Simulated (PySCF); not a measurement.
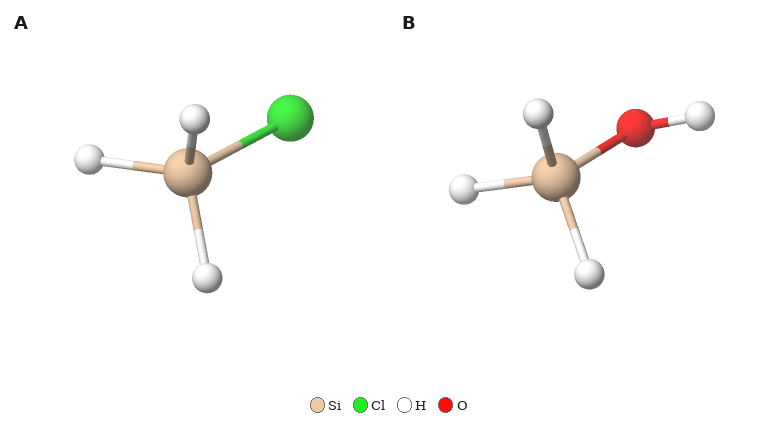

Two related species, optimised with PBE0-D3(BJ)/def2-SVP; properties computed with PySCF 2.14.0. Both: charge 0, singlet.

Question: What are A and B?

Answer: A is SiClH3 ([SiH3]Cl), B is Si(OH)H3 (O[SiH3]).

Compare them. With ωB97X-D/def2-SVPD: dipole moment (D), HOMO–LUMO gap (eV), HOMO energy (Kohn–Sham orbital) (eV), lowest vertical singlet excitation (eV), mean static polarisability (bohr³). With PBE0/pcSseg-1: shielding of Si (ppm), Hirshfeld charge of Si (e), IAO charge of Si (e). With PBE0-D3(BJ)/def2-SVP: mean Si–H length (Å).

| quantity | A | B |
| --- | --- | --- |
| dipole moment (D) | 1.44 | 1.33 |
| HOMO–LUMO gap (eV) | 12.37 | 12.30 |
| HOMO energy (Kohn–Sham orbital) (eV) | −10.97 | −10.70 |
| lowest vertical singlet excitation (eV) | 7.50 | 7.29 |
| mean static polarisability (bohr³) | 42.2 | 33.3 |
| shielding of Si (ppm) | 382.4 | 384.5 |
| Hirshfeld charge of Si (e) | 0.34 | 0.38 |
| IAO charge of Si (e) | 0.65 | 0.85 |
| mean Si–H length (Å) | 1.489 | 1.494 |

Each is one conformer, and no frequency run is at hand to confirm it as a minimum.
